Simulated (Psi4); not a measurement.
**AlBH6 (H2Al(BH4)) at BHLYP/def2-TZVP**

What is the vertical ionisation energy of AlBH6 (H2Al(BH4)) at BHLYP/def2-TZVP? 

The calculation is run with Psi4 1.11.

4 further runs of the same task are left out: 4 set aside as unsound or not needed.

### Step 1. Starting point

AlBH6 has 8 atoms, charge 0, and is taken as a singlet. The shape comes from GFN2-xTB, which is rough for such elements, and wasn't checked as a minimum.

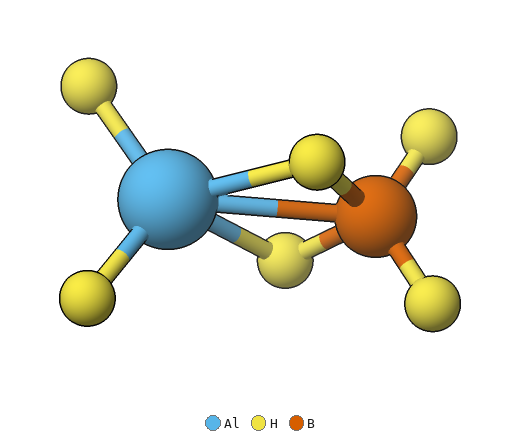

The structure, seen from a chosen angle (aluminium blue, hydrogen yellow, boron orange).

### Step 2. A single-point energy at BHLYP/def2-TZVP

albh6.in reads:

```
memory 1.6 GB

molecule {
  0 1
  Al    -1.64846479    -0.97160269    -0.90464969
  H      0.18298218     1.78664156    -0.93463964
  B      1.61460090     0.94890708     0.88225644
  H      0.73207990    -1.28777276     1.38543381
  H     -1.42530703    -2.70639017    -3.25941852
  H     -4.39397229    -0.71146299     0.09397608
  H      1.26604091     2.23454445     2.66630908
  H      3.67202132     0.70713552     0.07071355
  units bohr
  symmetry c1
}

set {
  basis                def2-TZVP
  puream               true
  e_convergence        1e-09
  d_convergence        1e-08
  scf_type             pk
  dft_radial_points    99
  dft_spherical_points 590
}

energy("bhhlyp")
```

Command:

```sh
$ psi4 albh6.in albh6.out -n 1
```

albh6.out:

```text
[...]
  Running in c1 symmetry.
[...]
  Nuclear repulsion =   50.055727262721867
[...]
  Multiplicity = 1
[...]
  Nalpha       = 12
  Nbeta        = 12
[...]
    Number of basis functions: 104
[...]
   @RKS iter   1:  -270.76620900419903   -5.23357e-01   3.82398e-03 ADIIS/DIIS
[...]
   @RKS iter   9:  -270.86131133477517   -8.58336e-12   4.47801e-09 DIIS
[...]
    Orbital Energies [Eh]
    ---------------------
    Doubly Occupied:
       1A    -56.988295     2A     -7.070436     3A     -4.447379
       4A     -2.913641     5A     -2.909851     6A     -2.908413
       7A     -0.680252     8A     -0.486260     9A     -0.447329
      10A     -0.415769    11A     -0.413004    12A     -0.364838
[...]
  @RKS Final Energy:  -270.86131133477517
   => Energetics <=
    Nuclear Repulsion Energy =             50.0557272627218666
    One-Electron Energy =                -472.5179332008858069
    Two-Electron Energy =                 164.4725977315287651
    DFT Exchange-Correlation Energy =     -12.8717031281399787
    Empirical Dispersion Energy =           0.0000000000000000
    VV10 Nonlocal Energy =                  0.0000000000000000
    Total Energy =                       -270.8613113347751664
[...]
 Multipole Moments:
 ------------------------------------------------------------------------------------
     Multipole            Electronic (a.u.)      Nuclear  (a.u.)        Total (a.u.)
 ------------------------------------------------------------------------------------
 L = 1.  Multiply by 2.5417464519 to convert [e a0] to [Debye]
 Dipole X            :         -1.3887240            1.2107080           -0.1780160
 Dipole Y            :         -0.8272087            0.7175640           -0.1096447
 Dipole Z            :         -0.7756632            0.6699384           -0.1057248
 Magnitude           :                                                    0.2342849
[...]
```

Run time: 11 s. Hardware: 1 thread of AMD EPYC 9R45 (Zen 5), shared host; peak memory 0.71 GiB.

### Step 3. The doublet cation at the same level

albh6.xyz reads:

```xyz
8
AlBH6
Al    -0.872330    -0.514150    -0.478720
H      0.096830     0.945450    -0.494590
B      0.854410     0.502140     0.466870
H      0.387400    -0.681460     0.733140
H     -0.754240    -1.432160    -1.724810
H     -2.325190    -0.376490     0.049730
H      0.669960     1.182470     1.410950
H      1.943150     0.374200     0.037420
```

job.py reads:

```python
import psi4

psi4.set_memory('1600 MB')
psi4.set_num_threads(1)
psi4.core.set_output_file('run.log', False)

with open('albh6.xyz') as f:
    atoms = ''.join(f.readlines()[2:])
m = psi4.geometry('1 2\n' + atoms + 'symmetry c1\nno_reorient\nno_com')

psi4.set_options({
    'reference': 'uks',
    'puream': True,
    'e_convergence': 1e-09,
    'd_convergence': 1e-08,
    'scf_type': 'pk',
    'dft_radial_points': 99,
    'dft_spherical_points': 590,
    'maxiter': 200,
})

e, wfn = psi4.energy('bhhlyp/def2-TZVP', return_wfn=True)
print(f'total energy {e:.8f} hartree = {e * 27.211386:.5f} eV')
```

Command:

```sh
$ python job.py
```

run.log:

```text
[...]
  Running in c1 symmetry.
[...]
  Nuclear repulsion =   50.055727267243114
[...]
  Multiplicity = 2
[...]
  Nalpha       = 12
  Nbeta        = 11
[...]
    Number of basis functions: 104
[...]
   @UKS iter   1:  -270.32626346908739   -8.34117e-02   3.95808e-03 DIIS/ADIIS
[...]
   @UKS iter  14:  -270.44758044251120   -2.32490e-11   7.96204e-09 DIIS
[...]
   @S^2 Observed:                7.769776615E-01
[...]
    Orbital Energies [Eh]
    ---------------------
    Alpha Occupied:
       1A    -57.274589     2A     -7.266177     3A     -4.730726
       4A     -3.197645     5A     -3.194938     6A     -3.191500
       7A     -0.888483     8A     -0.785580     9A     -0.716681
      10A     -0.644725    11A     -0.630761    12A     -0.601420
    Alpha Virtual:
      13A     -0.235479    14A     -0.177792    15A     -0.150872
      16A     -0.139430    17A     -0.094775    18A     -0.063695
      19A     -0.062286    20A     -0.049760    21A     -0.025509
      22A     -0.014109    23A      0.005535    24A      0.009530
      25A      0.010474    26A      0.056990    27A      0.087496
[...]
  @UKS Final Energy:  -270.44758044251120
   => Energetics <=
    Nuclear Repulsion Energy =             50.0557272672431139
    One-Electron Energy =                -466.5023825328368048
    Two-Electron Energy =                 158.7039699383100526
    DFT Exchange-Correlation Energy =     -12.7048951152275631
    Empirical Dispersion Energy =           0.0000000000000000
    VV10 Nonlocal Energy =                  0.0000000000000000
    Total Energy =                       -270.4475804425111960
[...]
 Multipole Moments:
 ------------------------------------------------------------------------------------
     Multipole            Electronic (a.u.)      Nuclear  (a.u.)        Total (a.u.)
 ------------------------------------------------------------------------------------
 L = 1.  Multiply by 2.5417464519 to convert [e a0] to [Debye]
 Dipole X            :         11.4516158          -13.3231928           -1.8715770
 Dipole Y            :          6.7583482           -7.8636039           -1.1052557
 Dipole Z            :          6.2982855           -7.3267894           -1.0285039
 Magnitude           :                                                    2.4046228
[...]
```

The script printed:

```text
Memory set to   1.490 GiB by Python driver.
  Threads set to 1 by Python driver.
total energy -270.44758044 hartree = -7359.25350 eV
```

Wall time 24 s (1 thread of AMD EPYC 9R45 (Zen 5), shared host); peak memory 0.71 GiB.

### Step 4. Outcome

Level: BHLYP/def2-TZVP.

| quantity | value |
| --- | --- |
| singlet AlBH6: total energy | -270.86131 Eh |
| singlet AlBH6: dipole moment | 0.60 D |
| singlet AlBH6: HOMO energy | -9.93 eV |
| singlet AlBH6: LUMO energy | -0.47 eV |
| singlet AlBH6: HOMO–LUMO gap | 9.46 eV |
| doublet cation: total energy | -270.44758 Eh |
| doublet cation: HOMO energy (highest over α and β) | -16.03 eV |
| doublet cation: LUMO energy (lowest over α and β) | -12.61 eV |
| doublet cation: ⟨S²⟩ | 0.777 |
| vertical ionisation energy (to the doublet cation) | 11.258 eV |

The vertical ionisation energy comes to 11.26 eV (260 kcal/mol). The negative HOMO energy of the first species, 9.93 eV, lies 1.33 eV below that difference.
